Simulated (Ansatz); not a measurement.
# What SiPbS3 in P4bm, a phase reached by a soft mode distorts into, part 2 of 3

Wanted: the energy along a soft mode of SiPbS3 in P4bm, a phase reached by a soft mode and the structure at the end.

Ansatz 0.2.0; DFT PBEsol, scalar-relativistic, plane waves, PAW; PAW set soft_1.

So far. Step 4 (The mode frozen in, largest atomic shift 0.14 Å): The run ends at a pressure of 0.03 GPa, with forces up to 0.017 eV/Å.

The structure was built from a prototype and need not be the compound's stable phase.

## (5) Energy along the mode, all amplitudes (two of the runs are shown above)

An imaginary frequency means negative curvature, so the energy should fall and then rise again as anharmonic terms take over.

This step gave:

| Quantity | Value |
| --- | --- |
| depth at the lowest point sampled | 0.173 meV/atom |
| largest atomic shift at that point | 0.14 Å |

The energy from the parent by largest atomic shift:

| largest atomic shift (Å) | energy from the parent (meV/atom) |
| --- | --- |
| 0.000 | 0 |
| 0.040 | -0.02 |
| 0.080 | -0.074 |
| 0.140 | -0.173 |
| 0.220 | -0.144 |
| 0.320 | 0.828 |
| 0.450 | 5.88 |

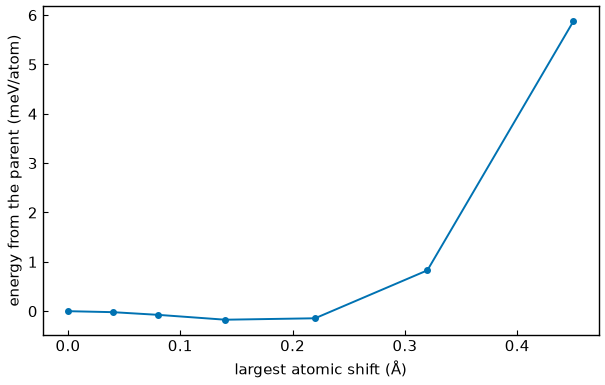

Energy from the parent against largest atomic shift.

Displacement at unit largest shift by atom:

| atom | x (Å) | y (Å) | z (Å) | size |
| --- | --- | --- | --- | --- |
| Pb1 | 0.24 | 0.24 | 0.00 | 0.34 |
| Pb2 | 0.10 | 0.10 | 0.00 | 0.13 |
| Si3 | -0.22 | -0.16 | 0.00 | 0.27 |
| Si4 | -0.16 | -0.22 | 0.00 | 0.27 |
| S5 | -0.56 | -0.56 | 0.61 | 1.00 |
| S6 | -0.56 | -0.56 | -0.61 | 1.00 |
| S7 | -0.29 | -0.29 | 0.00 | 0.42 |
| S8 | -0.29 | -0.29 | 0.00 | 0.42 |
| S9 | -0.22 | 0.10 | 0.00 | 0.24 |
| S10 | 0.10 | -0.22 | 0.00 | 0.24 |

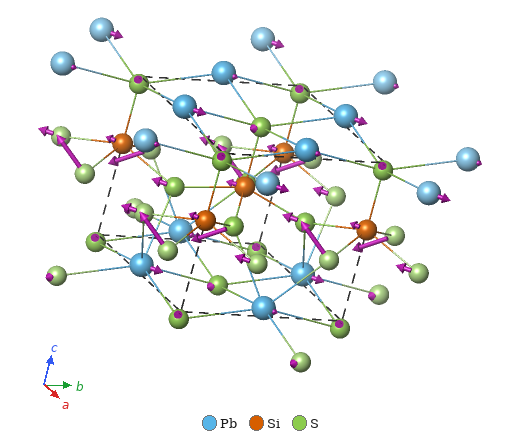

Displacement at unit largest shift as arrows, the longest 1.00 Å. Some periodic images of atoms are drawn too.

The lowest of the steps tried is at 0.14 Å, 0.173 meV/atom below the parent; the bottom of the well need not coincide with a step.

## (6) Relaxing from the distorted cell

Starting from the lowest point found, all atoms and the cell are let go, so that strain and other modes of the same symmetry can join in.

Contents of input.yaml:

```yaml
crystal:
  lattice:
    - [6.0501067086, 0.0, 0.0]
    - [0.0, 6.0501067086, 0.0]
    - [0.0, 0.0, 5.6184995175]
  atoms:
    - { symbol: Pb, position: [0.5055874816, 0.0055874816, 0.0522987014] }
    - { symbol: Pb, position: [0.0021945499, 0.5021945499, 0.0522987014] }
    - { symbol: Si, position: [-0.0050821858, -0.0037692744, 0.5753427921] }
    - { symbol: Si, position: [0.4962307256, 0.4949178142, 0.5753427921] }
    - { symbol: S, position: [0.1822427131, 0.6822427131, 0.4769053338] }
    - { symbol: S, position: [0.7917646331, 0.2917646331, 0.4466274036] }
    - { symbol: S, position: [0.2979345406, 0.1884126206, 0.4617663687] }
    - { symbol: S, position: [0.6884126206, 0.7979345406, 0.4617663687] }
    - { symbol: S, position: [-0.005135342, 0.0022404829, 0.9530377382] }
    - { symbol: S, position: [0.5022404829, 0.494864658, 0.9530377382] }
kpoints:
  mp_grid: { grid: [4, 4, 4] }
hamiltonian:
  xc: pbesol
  pseudopotentials: { kind: paw, azcp: { folder: soft_1 }, xc_functional: pbe }
scf:
  occupations: { method: fixed }
output:
  forces: true
  stress: true
  eigenvalues: true
relax:
  adjacent_minimum: "off"
  f_tol: 0.002
  max_steps: 120
  cell: { stress_tol: 0.03 }
```

Started as:

```console
$ ansatz run input.yaml --threads 8 --pin off --max-ram 16384MiB --backend cpu --events-out ev --progress --plain --runs-dir out
```

Numbers of over 12 decimals in the logs are rounded to 6 here.

The program printed:

```text
[...]
Crystal: 10 atoms, lattice volume = 205.658 Å³
Basis set: ecut = 420 eV, 4039 PW (Γ), exchange–correlation on 90×90×80 points (8 copies of the dense FFT grid, shifted against one another)
Bands: 46, of which v1, the nominal top of the filled ones, is band 36 counted from 1 (35 counted from 0)
Symmetry: 2 space group operations
[...]
k-points: 24 of 64 (time reversal used)
[...]
SCF iter   1: F=—  HF=-30072.522647 eV  |F-HF|=—  |Δ(HF+E_count)|=         —  Δρ=3.50e-2  dr2=3.70e0  ethr=3.10e-3  ⟨swp⟩=5.4  Hψ=4817  notcnv=0  defer=149
[...]
SCF iter   8: F=-30071.406234 eV  HF=-30071.406234 eV  |F-HF|=2.59e-8  |Δ(HF+E_count)|=   4.24e-8  Δρ=4.11e-6  dr2=5.97e-8  ethr=1.39e-10  ⟨swp⟩=15.5  Hψ=8250  notcnv=0
SCF 1 converged in 8 iterations: F = -30071.406234 eV  dr2 = 5.97e-8
[...]
relax step   1: F+E_penalty+E_count = -30071.40623388 eV  Δ(F+E_penalty+E_count) = +0.000e0 eV  max|allowed force component| = 1.592e-2 eV/Å  Δτ_max = 0.0000 Å  P = +0.030 GPa  Ω = 205.658 Å³  (8 SCF iters, dr2 threshold 1.00e-7 eV, accepted)
Crystal: 10 atoms, lattice volume = 206.175 Å³
Basis set: ecut = 420 eV, 4031 PW (Γ), exchange–correlation on 90×90×80 points (8 copies of the dense FFT grid, shifted against one another)
[...]
iter 1 solved again at ethr=4.68e-7 eV; its pass at ethr=3.10e-3 eV (dr2=3.37e-4 eV) is discarded
[...]
SCF iter   5: F=-30071.407223 eV  HF=-30071.407223 eV  |F-HF|=1.63e-8  |Δ(HF+E_count)|=   6.28e-8  Δρ=3.46e-6  dr2=4.06e-8  ethr=1.59e-10  ⟨swp⟩=14.7  Hψ=7423  notcnv=0
SCF 2 converged in 5 iterations: F = -30071.407223 eV  dr2 = 4.06e-8
relax step   2: F+E_penalty+E_count = -30071.40722329 eV  Δ(F+E_penalty+E_count) = -9.894e-4 eV  max|allowed force component| = 2.757e-2 eV/Å  Δτ_max = 0.0095 Å  P = -0.030 GPa  Ω = 206.175 Å³  energy of the carried Pulay correction = -7.637e-5 eV  (5 SCF iters, dr2 threshold 1.14e-7 eV, accepted)
Crystal: 10 atoms, lattice volume = 206.049 Å³
[...]
SCF iter   5: F=-30071.407667 eV  HF=-30071.407667 eV  |F-HF|=4.34e-9  |Δ(HF+E_count)|=   1.83e-8  Δρ=2.24e-6  dr2=1.73e-8  ethr=6.60e-11  ⟨swp⟩=13.7  Hψ=7125  notcnv=0
SCF 3 converged in 5 iterations: F = -30071.407667 eV  dr2 = 1.73e-8
relax step   3: F+E_penalty+E_count = -30071.40766723 eV  Δ(F+E_penalty+E_count) = -4.439e-4 eV  max|allowed force component| = 2.048e-2 eV/Å  Δτ_max = 0.0087 Å  P = +0.020 GPa  Ω = 206.049 Å³  energy of the carried Pulay correction = -5.772e-5 eV  (5 SCF iters, dr2 threshold 4.75e-8 eV, accepted)
[... from here on, the SCF cycles and remarks between the steps are left out ...]
relax step   4: F+E_penalty+E_count = -30071.40830014 eV  Δ(F+E_penalty+E_count) = -6.329e-4 eV  max|allowed force component| = 1.719e-2 eV/Å  Δτ_max = 0.0203 Å  P = +0.033 GPa  Ω = 206.167 Å³  energy of the carried Pulay correction = -7.521e-5 eV  (6 SCF iters, dr2 threshold 2.62e-8 eV, accepted)
relax step   5: F+E_penalty+E_count = -30071.40883330 eV  Δ(F+E_penalty+E_count) = -5.332e-4 eV  max|allowed force component| = 1.780e-2 eV/Å  Δτ_max = 0.0220 Å  P = +0.039 GPa  Ω = 206.328 Å³  energy of the carried Pulay correction = -9.889e-5 eV  (6 SCF iters, dr2 threshold 1.85e-8 eV, accepted)
relax step   6: F+E_penalty+E_count = -30071.40926677 eV  Δ(F+E_penalty+E_count) = -4.335e-4 eV  max|allowed force component| = 2.395e-2 eV/Å  Δτ_max = 0.0222 Å  P = +0.013 GPa  Ω = 206.618 Å³  energy of the carried Pulay correction = -1.416e-4 eV  (6 SCF iters, dr2 threshold 2.25e-8 eV, accepted)
relax step   7: F+E_penalty+E_count = -30071.40951621 eV  Δ(F+E_penalty+E_count) = -2.494e-4 eV  max|allowed force component| = 1.973e-2 eV/Å  Δτ_max = 0.0106 Å  P = -0.005 GPa  Ω = 206.783 Å³  energy of the carried Pulay correction = -1.660e-4 eV  (5 SCF iters, dr2 threshold 3.58e-8 eV, accepted)
relax step   8: F+E_penalty+E_count = -30071.40959805 eV  Δ(F+E_penalty+E_count) = -8.185e-5 eV  max|allowed force component| = 1.254e-2 eV/Å  Δτ_max = 0.0051 Å  P = -0.013 GPa  Ω = 206.839 Å³  energy of the carried Pulay correction = -1.742e-4 eV  (5 SCF iters, dr2 threshold 2.43e-8 eV, accepted)
relax step   9: F+E_penalty+E_count = -30071.40959932 eV  Δ(F+E_penalty+E_count) = -1.268e-6 eV  max|allowed force component| = 9.499e-3 eV/Å  Δτ_max = 0.0057 Å  P = +0.011 GPa  Ω = 206.793 Å³  energy of the carried Pulay correction = -1.674e-4 eV  (6 SCF iters, dr2 threshold 9.82e-9 eV, rejected (line search))
relax step  10: F+E_penalty+E_count = -30071.40965779 eV  Δ(F+E_penalty+E_count) = -5.974e-5 eV  max|allowed force component| = 6.424e-3 eV/Å  Δτ_max = 0.0028 Å  P = +0.001 GPa  Ω = 206.850 Å³  energy of the carried Pulay correction = -1.758e-4 eV  (8 SCF iters, accepted)
relax step  11: F+E_penalty+E_count = -30071.40966577 eV  Δ(F+E_penalty+E_count) = -7.981e-6 eV  max|allowed force component| = 1.699e-3 eV/Å  Δτ_max = 0.0011 Å  P = -0.004 GPa  Ω = 206.847 Å³  energy of the carried Pulay correction = -1.754e-4 eV  (4 SCF iters, dr2 threshold 2.58e-9 eV, accepted)
[...]
SCF iter   1: F=—  HF=-30071.409917 eV  |F-HF|=—  |Δ(HF+E_count)|=         —  Δρ=1.41e-5  dr2=5.00e-8  ethr=9.35e-7  ⟨swp⟩=4.0  Hψ=7951  notcnv=0  defer=192
eigensolver tolerance schedule: the retry pair's looser diagonalisation over-reported the residual by 13456.86 of it (diagonalisation noise at an unbounded share of the residual, at the tolerance the schedule requests for it); recorded, not acted on — ethr = c·dr2/N_el stays at c = 1.0e-1
[...]
SCF iter   2: F=—  HF=-30071.409844 eV  |F-HF|=—  |Δ(HF+E_count)|=   7.30e-5  Δρ=7.32e-6  dr2=1.45e-8  ethr=6.95e-11  ⟨swp⟩=4.0  Hψ=2939  notcnv=0  defer=191
[...]
SCF iter   5: F=-30071.409844 eV  HF=-30071.409844 eV  |F-HF|=7.28e-12  |Δ(HF+E_count)|=  2.91e-11  Δρ=8.72e-8  dr2=1.63e-11  ethr=1.00e-12  ⟨swp⟩=16.4  Hψ=7500  notcnv=0
SCF 12 converged in 5 iterations: F = -30071.409844 eV  dr2 = 1.63e-11
relax step  12: F+E_penalty+E_count = -30071.40984366 eV  Δ(F+E_penalty+E_count) = -1.779e-4 eV  max|allowed force component| = 1.689e-3 eV/Å  Δτ_max = 0.0000 Å  P = -0.003 GPa  Ω = 206.847 Å³  stress off target by 5.59e-3 GPa  SCF on the basis re-selected at this cell (its energy is not comparable with the rows above)  (5 SCF iters)
basis re-selected at this cell: Δ(F+E_penalty+E_count) = -1.779e-4 eV, ΔP = +0.000 GPa vs the last step (what re-selecting the basis moved, of the pressure what is left beyond the Pulay correction that the steps carried, after the strain that the cell walked since its last selection, with what the two solves' SCF thresholds leave and, on support functions, any second-order correction that the steps lacked; it is no m [...]
SCF converged after 5 iterations
Free energy (F): -30071.409844 eV
[...]
Internal energy: -30071.409844 eV  (E = F + TS)
E sigma→0 (E₀):  -30071.409844 eV
Fermi energy:    7.768145 eV
[...]
--- Forces (eV/Å), atoms counted from 1 ---
  atom   1  Pb    -0.00007476    -0.00007476    -0.00003975
  atom   2  Pb    -0.00031896    -0.00031896    -0.00140709
  atom   3  Si     0.00134818    -0.00164882     0.00168911
  atom   4  Si    -0.00164882     0.00134818     0.00168911
  atom   5  S      0.00056234     0.00056234     0.00087196
  atom   6  S     -0.00075753    -0.00075753     0.00014661
  atom   7  S      0.00069644     0.00010801    -0.00070266
  atom   8  S      0.00010801     0.00069644    -0.00070266
  atom   9  S      0.00001458     0.00007080    -0.00077181
  atom  10  S      0.00007080     0.00001458    -0.00077181
  max |Σ_I F_I| component: 9.99e-7 eV/Å
--- Stress (GPa, compression-positive) ---
       -0.005039       0.000554      -0.000059
        0.000554      -0.005039      -0.000059
       -0.000059      -0.000059      -0.000237
  P = ⅓ Tr σ = -0.0034 GPa (-0.034 kbar)
--- Band table (eV; the first three rows and the last of 24) ---
  k-point 0: bands = [... 32 lower, 5.9768, 6.7426, 7.4557, 7.6064, 8.9814, 9.9181, 10.8177, 10.9423, ... 6 higher]
  k-point 1: bands = [... 32 lower, 6.4994, 6.7598, 7.5916, 7.6982, 9.0232, 10.3904, 10.8844, 10.9270, ... 6 higher]
  k-point 2: bands = [... 32 lower, 6.8412, 6.8864, 7.7107, 7.7681, 9.2300, 9.7499, 10.9605, 11.1409, ... 6 higher]
  k-point 23: bands = [... 32 lower, 6.3390, 6.3633, 6.8656, 6.9436, 9.7807, 9.9174, 10.3456, 10.4023, ... 6 higher]
--- Relaxed structure (11 steps of the walk, 10 accepted, 1 SCFs on fresh bases) ---
  F+E_penalty+E_count = -30071.40984366 eV   max|allowed force component| = 1.689e-3 eV/Å   (the final SCF, on the basis selected at the relaxed cell)
  cell:  # Å, volume = 206.8472 Å³
    - [6.049244, -0.00171232, -0.025916]
    - [-0.00171232, 6.049244, -0.025916]
    - [-0.024067, -0.024067, 5.652796]
  atoms:
    - { symbol: Pb, position: [0.514261, 0.014261, 0.055712] }
    - { symbol: Pb, position: [0.00554218, 0.505542, 0.056881] }
    - { symbol: Si, position: [-0.00677935, -0.0044133, 0.575220] }
    - { symbol: Si, position: [0.495587, 0.493221, 0.575220] }
    - { symbol: S, position: [0.177167, 0.677167, 0.486209] }
    - { symbol: S, position: [0.785359, 0.285359, 0.435557] }
    - { symbol: S, position: [0.294988, 0.185918, 0.461483] }
    - { symbol: S, position: [0.685918, 0.794988, 0.461483] }
    - { symbol: S, position: [-0.00363234, 0.00797959, 0.950329] }
    - { symbol: S, position: [0.507980, 0.496368, 0.950329] }
```

It took 31 s on 8 threads of Arm Neoverse V2, shared host; peak memory 0.79 GiB.

The steps of the relaxation:

| step | energy less that of the first step (eV) | largest force component (eV/Å) | pressure (GPa) | volume (Å³) |
| --- | --- | --- | --- | --- |
| 1 | 0.0000 | 0.0159 | 0.03 | 205.66 |
| 2 | -0.0010 | 0.0276 | -0.03 | 206.18 |
| 3 | -0.0014 | 0.0205 | 0.02 | 206.05 |
| 4 | -0.0021 | 0.0172 | 0.03 | 206.17 |
| 5 | -0.0026 | 0.0178 | 0.04 | 206.33 |
| 6 | -0.0030 | 0.0239 | 0.01 | 206.62 |
| 7 | -0.0033 | 0.0197 | 0.00 | 206.78 |
| 8 | -0.0034 | 0.0125 | -0.01 | 206.84 |
| 9 | -0.0034 | 0.0095 | 0.01 | 206.79 |
| 10 | -0.0034 | 0.0064 | 0.00 | 206.85 |
| 11 | -0.0034 | 0.0017 | 0.00 | 206.85 |
| 12* | -0.0036 | 0.0017 | 0.00 | 206.85 |

Relaxation steps marked * repeat the geometry before them on a plane-wave basis chosen anew for their cell, so energy and pressure can jump there. Relaxation step 9 was tried and not accepted.

Forces are held to the 2 operations that the run works with; a distortion that breaks them can't arise in this run.

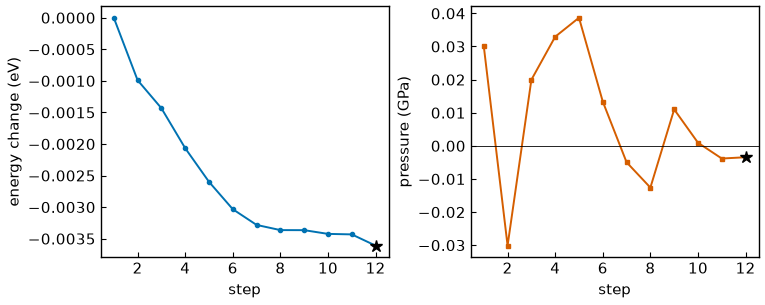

Energy and pressure along the relaxation. Stars mark steps on a basis chosen anew.

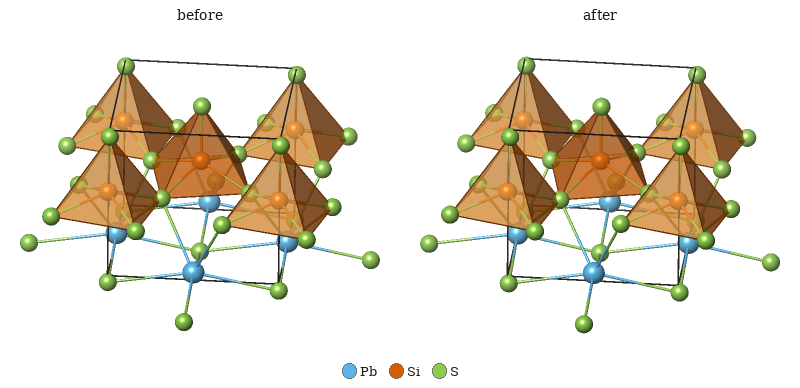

The structure before and after the relaxation, drawn at the same scale.

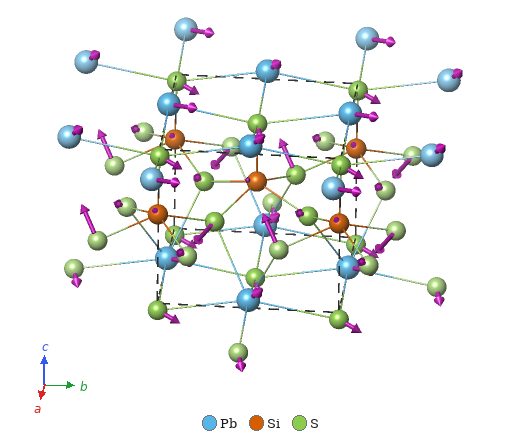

Displacements in the relaxation, exaggerated, measured against the changing cell; the longest in the cell stands for 0.08 Å. Some periodic images of atoms are drawn too.

| cell as run | before | after | change |
| --- | --- | --- | --- |
| a (Å) | 6.050 | 6.049 | -0.0 % |
| b (Å) | 6.050 | 6.049 | -0.0 % |
| c (Å) | 5.618 | 5.653 | +0.6 % |
| α (°) | 90.00 | 90.49 | +0.5 % |
| β (°) | 90.00 | 90.49 | +0.5 % |
| γ (°) | 90.00 | 90.03 | +0.0 % |
| volume (Å³/atom) | 20.57 | 20.68 | +0.6 % |

The atoms that moved most (Å, as changes of fractional coordinates times the final cell):

| atom | dx | dy | dz | length |
| --- | --- | --- | --- | --- |
| S6 | -0.038 | -0.038 | -0.062 | 0.083 |
| Pb1 | 0.052 | 0.052 | 0.019 | 0.076 |
| S5 | -0.031 | -0.031 | 0.053 | 0.069 |
| S9 | 0.009 | 0.035 | -0.016 | 0.039 |
| S10 | 0.035 | 0.009 | -0.016 | 0.039 |
| Pb2 | 0.020 | 0.020 | 0.026 | 0.038 |
| S8 | -0.015 | -0.018 | -0.001 | 0.023 |
| S7 | -0.018 | -0.015 | -0.001 | 0.023 |

This step gave:

```
pressure          : -0.003438 GPa
gap on the k-mesh : 1.213 eV
volume per atom   : 20.68 Å³
```

The distorted start has space group Cm; the relaxation ends in Cm.

## (7) The new phase in its own primitive cell

The relaxed structure is symmetrised, reduced to its primitive cell and relaxed tightly, as its phonons need.

Contents of input.yaml:

```yaml
crystal:
  lattice:
    - [4.2763292649, -4.2786723264, 0.0]
    - [4.2763292649, 4.2786723264, 0.0]
    - [-0.0682923999, 0.0, 5.6524860712]
  atoms:
    - { symbol: Pb, position: [0.0142609121, 0.0142609121, 0.0557118788] }
    - { symbol: Pb, position: [0.5055421843, 0.5055421843, 0.0568813141] }
    - { symbol: Si, position: [0.4932206464, 0.995586698, 0.5752204872] }
    - { symbol: Si, position: [0.995586698, 0.4932206464, 0.5752204872] }
    - { symbol: S, position: [0.6771672322, 0.6771672322, 0.4862087709] }
    - { symbol: S, position: [0.2853590529, 0.2853590529, 0.4355572203] }
    - { symbol: S, position: [0.7949880633, 0.1859181853, 0.4614832903] }
    - { symbol: S, position: [0.1859181853, 0.7949880633, 0.4614832903] }
    - { symbol: S, position: [0.4963676595, 0.0079795854, 0.9503285995] }
    - { symbol: S, position: [0.0079795854, 0.4963676595, 0.9503285995] }
kpoints:
  mp_grid: { grid: [4, 4, 4] }
hamiltonian:
  xc: pbesol
  pseudopotentials: { kind: paw, azcp: { folder: soft_1 }, xc_functional: pbe }
scf:
  occupations: { method: fixed }
output:
  forces: true
  stress: true
  eigenvalues: true
relax:
  adjacent_minimum: "off"
  f_tol: 0.001
  max_steps: 60
  cell: { stress_tol: 0.01 }
```

The program printed:

```text
[...]
Crystal: 10 atoms, lattice volume = 206.847 Å³
Basis set: ecut = 420 eV, 4053 PW (Γ), exchange–correlation on 90×90×80 points (8 copies of the dense FFT grid, shifted against one another)
Bands: 46, of which v1, the nominal top of the filled ones, is band 36 counted from 1 (35 counted from 0)
Symmetry: 2 space group operations
[...]
k-points: 24 of 64 (time reversal used)
[...]
- { symbol: Si, position: [0.493250, 0.995576, 0.575242] }
    - { symbol: Si, position: [0.995576, 0.493250, 0.575242] }
    - { symbol: S, position: [0.677164, 0.677164, 0.486216] }
    - { symbol: S, position: [0.285346, 0.285346, 0.435581] }
    - { symbol: S, position: [0.795009, 0.185922, 0.461471] }
    - { symbol: S, position: [0.185922, 0.795009, 0.461471] }
    - { symbol: S, position: [0.496384, 0.00796941, 0.950329] }
    - { symbol: S, position: [0.00796941, 0.496384, 0.950329] }
[key lines of the parts left out:]
SCF converged after 7 iterations
Free energy (F): -30071.409846 eV
Fermi energy:    7.769211 eV
P = ⅓ Tr σ = 0.0001 GPa (0.001 kbar)
```

Wall time 11 s (8 threads); peak memory 0.78 GiB.

Little changed from the start: no atom moved by 0.005 Å and no cell edge by 0.1 %.

Numbers from this step:

```
pressure           : 6.72e-5 GPa
direct gap on mesh : 1.325 eV
```

The largest force component left is 0.99 meV/Å and the pressure is 0.000 GPa, within the tolerances set. The cell now holds 20.68 Å³/atom.

(Part 2 of 3 ends here.)

[Logs are printed without paths, hosts, clocks, repeated set-up lines and the standing remarks that a program may print on its own settings, such as how far it seeks lower states.]

[Hosts, paths, dates, database ids (printed as entryN), source tags and the programs' standing remarks are cut or masked in the printed files.]
